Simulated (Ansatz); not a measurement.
# SiClO+ (triplet): one geometry, many settings

Aim: run SiClO+ (triplet) at one geometry under a spread of methods and options, and see what each costs and gives.

Computed with Ansatz 0.2.0, Gaussian basis. Level: the settings change from run to run.

31 further runs of the same task are left out: 6 for a known fault of the program, 11 that didn't finish, 14 set aside as unsound or not needed. Runs told in other sessions of the task aren't counted.

## 1. The geometry

The geometry is a PBE0/def2-TZVP stationary point (not a proven minimum) of the parent state, kept for this charge and spin.

3 atoms, charge 1, spin multiplicity 3.

Atoms are counted from 1 here; the program's logs count them from 0.

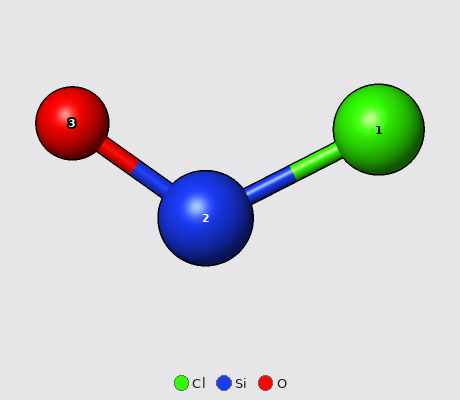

The geometry (chlorine green, silicon blue, oxygen red); atoms are numbered from 1 in the order of the file.

## 2. CASSCF(4,3)/STO-3G

Contents of in.yaml:

```yaml
crystal:
  periodic: [false, false, false]
  atoms:
    - {symbol: Cl, position_ang: [0.000000, -0.182593, 1.317915]}
    - {symbol: Si, position_ang: [0.000000, 0.559430, -0.589798]}
    - {symbol: O, position_ang: [0.000000, -0.577421, -1.885025]}
basis:
  gaussian: {orbitals: STO-3G}
total_charge: 1
magnetization: {spin_polarized: false, initial_magnetization: 2}
correlation: {active_space: {window: {electrons: 4, orbitals: 3}}}
scf: {lower_state_search: light}
```

The run is started by

```bash
$ ansatz run in.yaml --threads 1 --pin off --events-out ev --progress --plain --max-ram 2393MiB
```

The program printed:

```text
Functional definition: HF
  name "HF"
  cite "Fock, Z. Phys. 61, 126 (1930) doi:10.1007/BF01340294"
  parent pbe
  exchange = exact_x
  correlation = 0
258 factors; integrals over basis functions are off by at most 1.4e-5 eV
mean field evaluation 1: about -22139.7686 eV, gradient 2.5e1 eV
mean field evaluation 2: about -22139.7965 eV, gradient 2.5e1 eV
mean field evaluation 4: about -22143.9190 eV, gradient 2.5e0 eV
mean field evaluation 8: about -22144.0252 eV, gradient 3.1e-3 eV
mean field evaluation 16: about -22140.1679 eV, gradient 2.2e0 eV
mean field evaluation 32: about -22143.8336 eV, gradient 1.9e-1 eV
mean field evaluation 64: about -22144.0059 eV, gradient 4.7e-1 eV
mean field evaluation 96: about -22143.8342 eV, gradient 5.5e-3 eV
mean field evaluation 128: about -22143.8335 eV, gradient 1.0e-2 eV
mean field -22144.02352614 eV, -813.7778548275 hartree, gradient 2.9e-6 eV, S^2 2.000000; 11 other end points of the search recorded, 0 dependent functions left out
reference -22144.02352614 eV, -813.7778548275 hartree; 20, 18 occupied and 3, 5 virtual orbitals, 258 factors
state -22144.02352614 eV, -813.7778548275 hartree
Total energy: -22144.02352614 eV, -813.7778548275 hartree
```

It took 1.8 s on 1 thread of Arm Neoverse V1, shared host.

From the report: 9 determinants; active occupations 2.00, 1.00, 1.00. With so small a space the active step adds no correlation: the energy is the mean field's.

## 3. BCCD on UHF/STO-3G

in.yaml: that of step 2 with these lines changed.

```diff
@@ -9,4 +9,4 @@
 total_charge: 1
-magnetization: {spin_polarized: false, initial_magnetization: 2}
-correlation: {active_space: {window: {electrons: 4, orbitals: 3}}}
-scf: {lower_state_search: light}
+magnetization: {spin_polarized: true, initial_magnetization: 2}
+correlation: {method: bccd, electrons: outside_noble_gas, diis_vectors: 2}
+scf: {lower_state_search: full}
```

Launched as before.

The program printed (excerpt; [...] marks lines left out):

```text
Functional definition: HF
  name "HF"
  cite "Fock, Z. Phys. 61, 126 (1930) doi:10.1007/BF01340294"
  parent pbe
[...]
258 factors; integrals over basis functions are off by at most 1.4e-5 eV
[...]
mean field -22144.25874095 eV, -813.7864988121 hartree, gradient 1.6e-6 eV, S^2 2.053552; 21 other end points of the search recorded, 0 dependent functions left out
determinant -22144.25874095 eV, -813.7864988121 hartree, with singles and doubles -22146.42595449 eV, -813.8661424408 hartree
determinant -22144.14309061 eV, -813.7822487406 hartree, with singles and doubles -22146.24788058 eV, -813.8595983453 hartree
determinant -22142.52491118 eV, -813.7227817434 hartree, with singles and doubles -22144.39885545 eV, -813.7916479250 hartree
determinant -22140.82028129 eV, -813.6601377504 hartree, with singles and doubles -22142.90295987 eV, -813.7366747766 hartree
determinant -22140.76524890 eV, -813.6581153475 hartree, with singles and doubles -22142.98545661 eV, -813.7397064757 hartree
determinant -22144.25874095 eV, -813.7864988121 hartree, with singles and doubles -22146.43349915 eV, -813.8664197019 hartree
determinant -22144.14309061 eV, -813.7822487406 hartree, with singles and doubles -22146.25566944 eV, -813.8598845806 hartree
11 core orbitals not correlated: weight in the atoms' cores, before any rotation towards them, 1.000 or more for the frozen orbitals, at most 0.000 for the correlated occupied ones
reference -22144.25874095 eV, -813.7864988121 hartree; 9, 7 occupied and 3, 5 virtual orbitals, 258 factors
second order -1.52218998 eV of doubles, -0.00000000 eV of singles
cycle   1  -2.10266786 eV  change    7.2e-2 eV  update   2.6e-2
[...]
cycle  17  -2.08736493 eV  change    7.2e-6 eV  update   1.1e-5
Total energy: -22146.34610588 eV, -813.8632080584 hartree
```

It took 3.4 s on 1 thread of Arm Neoverse V1, shared host.

From the report: ⟨S²⟩ of the determinant 2.054 (pure triplet: 2.00); correlation -2.0874 eV; largest double amplitude 0.06.

## 4. MRCISD+Q(8,5)/6-31G

Contents of in.yaml:

```yaml
crystal:
  periodic: [false, false, false]
  atoms:
    - {symbol: Cl, position_ang: [0.000000, -0.182593, 1.317915]}
    - {symbol: Si, position_ang: [0.000000, 0.559430, -0.589798]}
    - {symbol: O, position_ang: [0.000000, -0.577421, -1.885025]}
basis:
  gaussian: {orbitals: 6-31G, point_charges: [{charge: 0.50, position_ang: [4.661, -0.255, 0.596]}]}
total_charge: 1
magnetization: {spin_polarized: false, initial_magnetization: 2}
correlation: {method: fic_mrcisd_q, electrons: outside_noble_gas, active_space: {window: {electrons: 8, orbitals: 5}}}
```

Launched as before.

The program printed (excerpt; [...] marks lines left out):

```text
Functional definition: HF
  name "HF"
  cite "Fock, Z. Phys. 61, 126 (1930) doi:10.1007/BF01340294"
  parent pbe
[...]
355 factors; integrals over basis functions are off by at most 1.0e-4 eV
[...]
mean field -22388.26093450 eV, -822.7534140347 hartree, gradient 2.5e-6 eV, S^2 2.000000; 9 other end points of the search recorded, 0 dependent functions left out
reference -22388.26093450 eV, -822.7534140347 hartree; 20, 18 occupied and 15, 17 virtual orbitals, 355 factors
state -22388.26583868 eV, -822.7535942600 hartree
contracted CI cycle   1: correlation 0.00000000 eV, 0.0000000000 hartree, residual 1.85e1 eV
contracted CI cycle   2: correlation -4.52807144 eV, -0.1664035560 hartree, residual 3.36e0 eV
contracted CI cycle   3: correlation -4.79064463 eV, -0.1760529428 hartree, residual 1.35e0 eV
contracted CI cycle   4: correlation -4.82893694 eV, -0.1774601594 hartree, residual 4.09e-1 eV
contracted CI cycle   5: correlation -4.83296260 eV, -0.1776080998 hartree, residual 1.51e-1 eV
contracted CI cycle   6: correlation -4.83345870 eV, -0.1776263309 hartree, residual 6.05e-2 eV
contracted CI cycle   7: correlation -4.83353541 eV, -0.1776291502 hartree, residual 2.52e-2 eV
contracted CI cycle   8: correlation -4.83355124 eV, -0.1776297319 hartree, residual 1.07e-2 eV
contracted CI cycle   9: correlation -4.83355412 eV, -0.1776298376 hartree, residual 4.46e-3 eV
contracted CI cycle  10: correlation -4.83355462 eV, -0.1776298559 hartree, residual 2.06e-3 eV
contracted CI cycle  11: correlation -4.83355471 eV, -0.1776298594 hartree, residual 9.34e-4 eV
state -22388.26583868 eV, -822.7535942600 hartree; corrected -22393.57941177 eV, -822.9488644694 hartree
WARN: 1 active orbitals are nearly empty or full. The corrections depend on them more than the energy does, and are more stable in an active space without them
Total energy: -22393.57941177 eV, -822.9488644694 hartree
```

Run time: 2.8 s. Hardware: 1 thread of Arm Neoverse V1, shared host.

From the report: 25 determinants; active occupations 2.00, 2.00, 2.00, 1.00, 1.00. The report marks this result as in doubt.

## 5. HF (UHF)/cc-pVDZ

Contents of in.yaml:

```yaml
crystal:
  periodic: [false, false, false]
  atoms:
    - {symbol: Cl, position_ang: [0.000000, -0.182593, 1.317915]}
    - {symbol: Si, position_ang: [0.000000, 0.559430, -0.589798]}
    - {symbol: O, position_ang: [0.000000, -0.577421, -1.885025]}
basis:
  gaussian: {orbitals: cc-pVDZ}
total_charge: 1
magnetization: {spin_polarized: true, initial_magnetization: 2}
hamiltonian: {xc: hf}
output: {forces: true, orbitals: {seedname: orbitals}}
```

The command is unchanged.

The program printed (excerpt; [...] marks lines left out):

```text
Functional definition: HF
  name "HF"
  cite "Fock, Z. Phys. 61, 126 (1930) doi:10.1007/BF01340294"
  parent pbe
[...]
508 factors; integrals over basis functions are off by at most 6.9e-4 eV
[...]
mean field -22393.97490244 eV, -822.9633984834 hartree, gradient 7.7e-6 eV, S^2 2.026099; 5 other end points of the search recorded, 0 dependent functions left out
[...]
reference -22393.97490244 eV, -822.9633984834 hartree; 20, 18 occupied and 30, 32 virtual orbitals, 508 factors
Total energy: -22393.97490244 eV, -822.9633984834 hartree
Atom 0 at     0.000000    -0.182593     1.317915 Å, force     0.000000     0.576239    -1.633751 eV/Å
Atom 1 at     0.000000     0.559430    -0.589798 Å, force     0.000000    -1.449219     0.539770 eV/Å
Atom 2 at     0.000000    -0.577421    -1.885025 Å, force     0.000000     0.872981     1.093981 eV/Å
Dipole moment:    -0.000000     0.664651    -0.297926 e Å
```

Wall time 2.8 s (1 thread of Arm Neoverse V1, shared host).

From the report: ⟨S²⟩ of the determinant 2.026 (pure triplet: 2.00).

## 6. MP2 on ROHF/cc-pVDZ

in.yaml: that of step 5 with these lines changed.

```diff
@@ -9,4 +9,4 @@
 total_charge: 1
-magnetization: {spin_polarized: true, initial_magnetization: 2}
-hamiltonian: {xc: hf}
-output: {forces: true, orbitals: {seedname: orbitals}}
+magnetization: {spin_polarized: false, initial_magnetization: 2}
+correlation: {method: mp2, electrons: all}
+scf: {lower_state_search: light}
```

Same command.

The program printed (excerpt; [...] marks lines left out):

```text
Functional definition: HF
  name "HF"
  cite "Fock, Z. Phys. 61, 126 (1930) doi:10.1007/BF01340294"
  parent pbe
[...]
508 factors; integrals over basis functions are off by at most 6.9e-4 eV
[...]
mean field -22393.76676834 eV, -822.9557496964 hartree, gradient 1.4e-6 eV, S^2 2.000000; 10 other end points of the search recorded, 0 dependent functions left out
[...]
reference -22393.76676834 eV, -822.9557496964 hartree; 20, 18 occupied and 30, 32 virtual orbitals, 508 factors
second order -9.53367844 eV of doubles, -0.11436264 eV of singles
Total energy: -22403.41480942 eV, -823.3103086664 hartree
```

It took 4.8 s on 1 thread of Arm Neoverse V1, shared host.

## 7. MP2 on ROHF/cc-pVDZ

in.yaml: that of step 6 with these lines changed.

```diff
@@ -10,3 +10,4 @@
 magnetization: {spin_polarized: false, initial_magnetization: 2}
-correlation: {method: mp2, electrons: all}
+correlation: {method: mp2, electrons: outside_noble_gas}
+accuracy: high
 scf: {lower_state_search: light}
```

Launched as before.

The program printed (excerpt; [...] marks lines left out):

```text
Functional definition: HF
  name "HF"
  cite "Fock, Z. Phys. 61, 126 (1930) doi:10.1007/BF01340294"
  parent pbe
[...]
1009 factors; integrals over basis functions are off by at most 3.5e-9 eV
[...]
mean field -22393.76690259 eV, -822.9557546298 hartree, gradient 1.0e-8 eV, S^2 2.000000; 10 other end points of the search recorded, 0 dependent functions left out
[...]
11 core orbitals not correlated: weight in the atoms' cores, before any rotation towards them, 1.000 or more for the frozen orbitals, at most 0.000 for the correlated occupied ones
reference -22393.76690259 eV, -822.9557546298 hartree; 9, 7 occupied and 30, 32 virtual orbitals, 1009 factors
second order -9.13830445 eV of doubles, -0.11319169 eV of singles
Total energy: -22403.01839873 eV, -823.2957408420 hartree
```

Wall time 7 s (1 thread of Arm Neoverse V1, shared host).

## 8. HF (UHF)/6-31G*

Contents of in.yaml:

```yaml
crystal:
  periodic: [false, false, false]
  atoms:
    - {symbol: Cl, position_ang: [0.000000, -0.182593, 1.317915]}
    - {symbol: Si, position_ang: [0.000000, 0.559430, -0.589798]}
    - {symbol: O, position_ang: [0.000000, -0.577421, -1.885025]}
basis:
  gaussian: {orbitals: "6-31G*"}
total_charge: 1
magnetization: {spin_polarized: true, initial_magnetization: 2}
hamiltonian: {xc: hf}
output: {orbitals: {seedname: orbitals}}
```

Same command.

The program printed (excerpt; [...] marks lines left out):

```text
Functional definition: HF
  name "HF"
  cite "Fock, Z. Phys. 61, 126 (1930) doi:10.1007/BF01340294"
  parent pbe
[...]
456 factors; integrals over basis functions are off by at most 1.0e-3 eV
[...]
mean field -22392.78441188 eV, -822.9196487622 hartree, gradient 7.7e-6 eV, S^2 2.025213; 5 other end points of the search recorded, 0 dependent functions left out
reference -22392.78441188 eV, -822.9196487622 hartree; 20, 18 occupied and 33, 35 virtual orbitals, 456 factors
Total energy: -22392.78441188 eV, -822.9196487622 hartree
```

Wall time 2.5 s (1 thread of Arm Neoverse V1, shared host).

From the report: ⟨S²⟩ of the determinant 2.025 (pure triplet: 2.00).

## 9. BCCD on UHF/cc-pVDZ

in.yaml: that of step 8 with these lines changed.

```diff
@@ -7,6 +7,5 @@
 basis:
-  gaussian: {orbitals: "6-31G*"}
+  gaussian: {orbitals: cc-pVDZ}
 total_charge: 1
 magnetization: {spin_polarized: true, initial_magnetization: 2}
-hamiltonian: {xc: hf}
-output: {orbitals: {seedname: orbitals}}
+correlation: {method: bccd, electrons: outside_noble_gas, diis_vectors: 4}
```

Same command.

The program printed (excerpt; [...] marks lines left out):

```text
Functional definition: HF
  name "HF"
  cite "Fock, Z. Phys. 61, 126 (1930) doi:10.1007/BF01340294"
  parent pbe
[...]
508 factors; integrals over basis functions are off by at most 6.9e-4 eV
[...]
mean field -22393.97490244 eV, -822.9633984834 hartree, gradient 1.8e-6 eV, S^2 2.026099; 14 other end points of the search recorded, 0 dependent functions left out
determinant -22393.97490244 eV, -822.9633984834 hartree, with singles and doubles -22403.85082424 eV, -823.3263319151 hartree
determinant -22393.77178357 eV, -822.9559340026 hartree, with singles and doubles -22403.62662643 eV, -823.3180927978 hartree
determinant -22391.12624743 eV, -822.8587123426 hartree, with singles and doubles -22401.30507878 eV, -823.2327774953 hartree
determinant -22391.05881518 eV, -822.8562342532 hartree, with singles and doubles -22401.76507497 eV, -823.2496820432 hartree
[...]
determinant -22390.55365512 eV, -822.8376699635 hartree, with singles and doubles -22400.85027122 eV, -823.2160636258 hartree
determinant -22390.54739520 eV, -822.8374399153 hartree, with singles and doubles -22401.03441845 eV, -823.2228309114 hartree
determinant -22393.97490244 eV, -822.9633984834 hartree, with singles and doubles -22403.85961375 eV, -823.3266549237 hartree
determinant -22393.77178357 eV, -822.9559340026 hartree, with singles and doubles -22403.63253349 eV, -823.3183098783 hartree
11 core orbitals not correlated: weight in the atoms' cores, before any rotation towards them, 1.000 or more for the frozen orbitals, at most 0.000 for the correlated occupied ones
reference -22393.97490244 eV, -822.9633984834 hartree; 9, 7 occupied and 30, 32 virtual orbitals, 508 factors
second order -9.04049356 eV of doubles, -0.00000000 eV of singles
cycle   1  -9.82984022 eV  change    5.5e-2 eV  update   2.0e-2
[...]
cycle  12  -9.83491318 eV  change   -7.6e-6 eV  update   1.9e-5
Total energy: -22403.80981563 eV, -823.3248248765 hartree
```

It took 16 s on 1 thread of Arm Neoverse V1, shared host.

From the report: ⟨S²⟩ of the determinant 2.026 (pure triplet: 2.00); correlation -9.8349 eV; largest double amplitude 0.04.

## 10. MP2 on ROHF/cc-pVDZ

in.yaml: that of step 9 with these lines changed.

```diff
@@ -9,3 +9,5 @@
 total_charge: 1
-magnetization: {spin_polarized: true, initial_magnetization: 2}
-correlation: {method: bccd, electrons: outside_noble_gas, diis_vectors: 4}
+magnetization: {spin_polarized: false, initial_magnetization: 2}
+correlation: {method: mp2, electrons: valence}
+scf: {lower_state_search: light}
+output: {forces: true}
```

The command is unchanged.

The program printed (excerpt; [...] marks lines left out):

```text
Functional definition: HF
  name "HF"
  cite "Fock, Z. Phys. 61, 126 (1930) doi:10.1007/BF01340294"
  parent pbe
[...]
508 factors; integrals over basis functions are off by at most 6.9e-4 eV
[...]
mean field -22393.76676834 eV, -822.9557496964 hartree, gradient 1.4e-6 eV, S^2 2.000000; 10 other end points of the search recorded, 0 dependent functions left out
[...]
11 core orbitals not correlated: weight in the atoms' cores, before any rotation towards them, 1.000 or more for the frozen orbitals, at most 0.000 for the correlated occupied ones
reference -22393.76676834 eV, -822.9557496964 hartree; 9, 7 occupied and 30, 32 virtual orbitals, 508 factors
second order -9.13828382 eV of doubles, -0.11319229 eV of singles
[...]
Total energy: -22403.01824445 eV, -823.2957351725 hartree
Atom 0 at     0.000000    -0.182593     1.317915 Å, force    -0.000000     0.493537    -1.377505 eV/Å
Atom 1 at     0.000000     0.559430    -0.589798 Å, force     0.000000    -0.956143     0.779541 eV/Å
Atom 2 at     0.000000    -0.577421    -1.885025 Å, force    -0.000000     0.462607     0.597964 eV/Å
Dipole moment:    -0.000000     0.551107    -0.280050 e Å
```

Run time: 5.5 s. Hardware: 1 thread of Arm Neoverse V1, shared host.

## 11. The runs in one table

Where basis and cores are those of an earlier UCCSDT(Q)/cc-pVDZ run (-22404.2742 eV), and the records show the same count of frozen orbitals and kind of state, the miss against it is given; a blank cell means that this couldn't be shown. † marks a result that the program doubts.

| level | correlated | functions | energy (eV) | from UCCSDT(Q) (meV) | time |
| --- | --- | --- | --- | --- | --- |
| CASSCF(4,3)/STO-3G |  | 23 | -22144.0235 |  | 1.8 s |
| BCCD on UHF/STO-3G | outside noble gas | 23 | -22146.3461 |  | 3.4 s |
| MRCISD+Q(8,5)/6-31G (beside a point charge) † | outside noble gas | 35 | -22393.5794 |  | 2.8 s |
| HF (UHF)/cc-pVDZ |  | 50 | -22393.9749 | 10299.3 | 2.8 s |
| MP2 on ROHF/cc-pVDZ | all | 50 | -22403.4148 |  | 4.8 s |
| MP2 on ROHF/cc-pVDZ | outside noble gas | 50 | -22403.0184 | 1255.8 | 7 s |
| HF (UHF)/6-31G* |  | 53 | -22392.7844 |  | 2.5 s |
| BCCD on UHF/cc-pVDZ | outside noble gas | 50 | -22403.8098 | 464.4 | 16 s |
| MP2 on ROHF/cc-pVDZ | valence | 50 | -22403.0182 | 1256.0 | 5.5 s |

## 12. Summary of results

```
quantity                      value
    runs                          9
quickest  CASSCF(4,3)/STO-3G, 1.8 s
 slowest  BCCD on UHF/cc-pVDZ, 16 s
```

In words: Total energies in different bases, with other cores or another treatment of relativity can't be set against each other. BCCD on UHF/cc-pVDZ took 9 times as long as CASSCF(4,3)/STO-3G; the jobs differ in more than the method. Among the correlated runs with a miss given, it spans +464 to +1256 meV. Hartree-Fock, CASSCF and CASCI lack dynamic correlation by design.
